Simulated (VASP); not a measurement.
Band structure of GaBi (relaxed from the rock salt structure, space group Fm-3m). Calculation: PBEsol GGA, VASP's PBE PAW potentials (set 64) (plane waves; VASP).

Unless said otherwise, spin-orbit coupling is left out, though it shifts the bands of the heavy elements here.

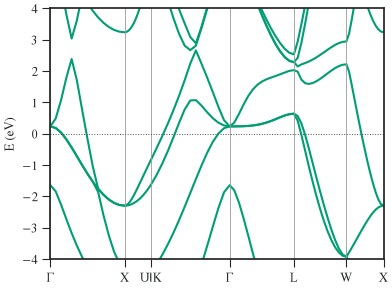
Bands along high-symmetry lines, zero at the valence-band maximum or, without a gap, the Fermi level

Question: Read the plot: is there a gap, and where are the band edges?

Answer: It has no gap at this level: it comes out as a metal or semimetal. (Edges off the drawn lines would not show.)

The structure was generated: GaBi was put into the rock salt type (Fm-3m), which need not be its known phase. It was relaxed first.
